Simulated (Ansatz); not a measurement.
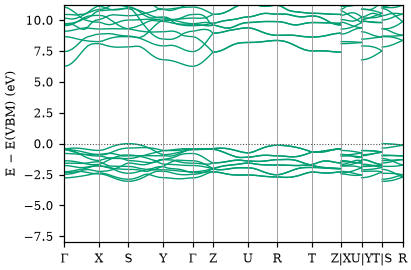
Figure: Band structure from plane-wave PAW LDA (Ansatz code)

Read off the gap and where the band edges lie.

About 6.3 eV (6.26 eV by a search for the band edges); maximum at S, minimum at Γ.

The material is CaF₂ in space group Pmc2_1 (No. 26; Ca on 2a, F on 2b, F on 2a).

The workflow started from a Materials Project entry (that database holds measured and hypothetical structures alike); the Crystallography Open Database copy checked does not list it. It is not the phase usual at ambient conditions (space group No. 225). The LDA relaxation kept the symmetry of its start; its stability against distortions is not shown here.

Potentials: the later of the program's two PAW sets.
